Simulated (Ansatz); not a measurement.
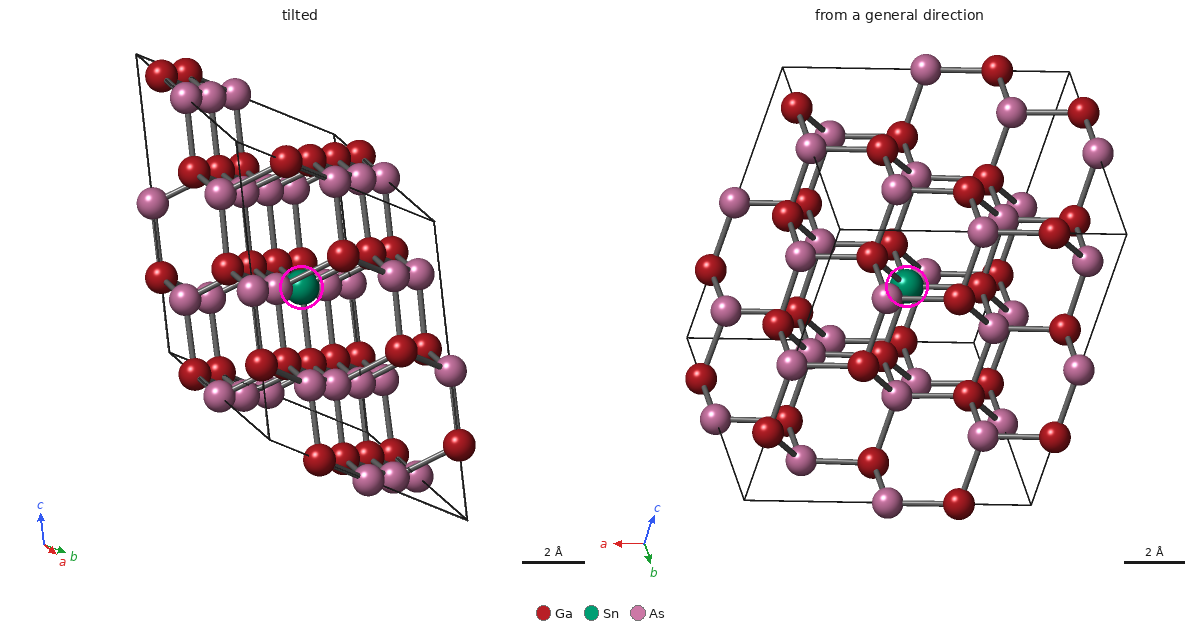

This ball-and-stick model is shown slightly off an axis and from a general direction. The outline marks the supercell. The host is GaAs, in a cell of 32 sites, and the cell carries a charge of -1. A ring marks the defect's site.

Describe the defect.

Tin on an arsenic site (a substitutional impurity). It is bonded to four Ga in a tetrahedral arrangement at about 2.5 Å.

The atoms were relaxed in the host's cell with DFT r2SCAN, scalar-relativistic, plane waves, PAW (Ansatz).
